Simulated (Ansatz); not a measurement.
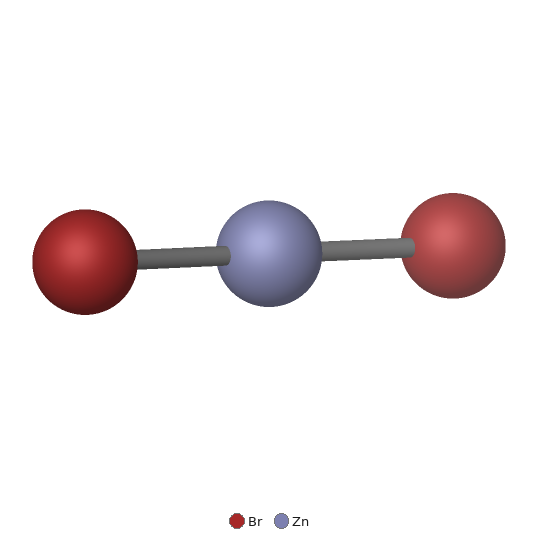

The species is neutral and a spin singlet. Computed geometry: PBE0-D4/def2-TZVP optimisation.

Describe the coordination sphere.

Answer. Zn binds 2 atoms: 2 Br at 2.22 Å. The arrangement is linear.

Give the formal oxidation state and the d-electron count.

Answer. Zn(II), d¹⁰, counting the ligands as closed-shell ions or neutral donors.
